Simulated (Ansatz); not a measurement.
The figure comes from a scan of CuAu (CuAu type, space group P4/mmm): a phonon pattern at Z = (0.0, 0.0, 0.5) is frozen into a 4-atom cell, Q being the largest atomic displacement. Computed with PBE (plane waves to 420 eV, PAW, scalar-relativistic; Ansatz, a first-principles code). k mesh 16×16×7 (Γ-centred), Fermi-Dirac smearing 0.05 eV. The energy includes the smearing's −TS. With partly filled bands, energies and forces of such displacements shift with the k mesh and the smearing. CuAu is run without spin polarisation. CuAu was relaxed with its symmetry unable to fall. Spin-orbit coupling is left out, though Au is heavy. ΔE is measured from the undisplaced structure.

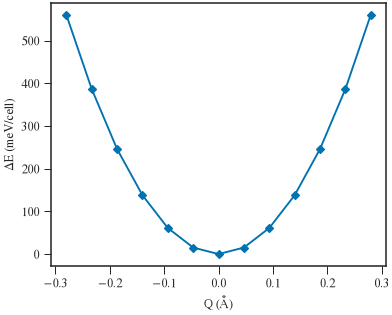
Figure. ΔE (meV/cell) against Q (Å); computed points joined by lines.

Task: List the plotted points as numbers.

Result: To the nearest 10:

| Q (Å) | ΔE (meV/cell) |
|---|---|
| -0.280 | 560 |
| -0.233 | 390 |
| -0.187 | 250 |
| -0.140 | 140 |
| -0.093 | 60 |
| -0.047 | 20 |
| 0.000 | 0 |
| 0.047 | 20 |
| 0.093 | 60 |
| 0.140 | 140 |
| 0.187 | 250 |
| 0.233 | 390 |
| 0.280 | 560 |

(A displaced cell: forces are minus the slopes of the energy, force constants its curvatures, and phonons follow from these.)
